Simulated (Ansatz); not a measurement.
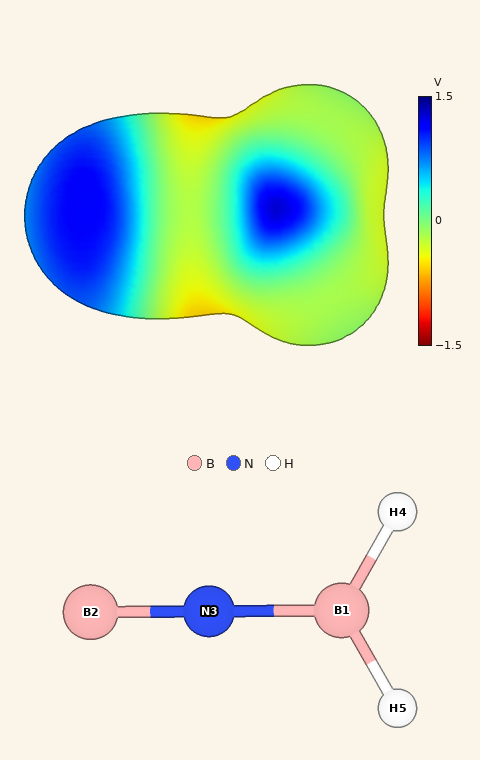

Figure 1: B$_{2}$H$_{2}$N (doublet). The molecular electrostatic potential painted on the density surface at 0.002 e/bohr³, seen at a tilt; the colour scale runs from red (negative) to blue (positive). The bare structure is drawn below in the same view.

Geometry: B3LYP-D4/def2-TZVP.

Computed with Ansatz 0.2.0, isolated molecule in a Gaussian basis; Kohn-Sham density functional theory, functional PBE0.

```xyz
5

B     0.3909   -2.2043    2.4299
B     2.7866   -1.0726    2.5692
N     1.6567   -1.6066    2.5035
H    -0.1429   -2.5830    3.4285
H    -0.1428   -2.3298    1.3693
```

**Where is the surface potential most negative and most positive?**

The most negative region (about −0.6 V) lies over N3, the most positive (about +1.2 V) over B1 and B2.
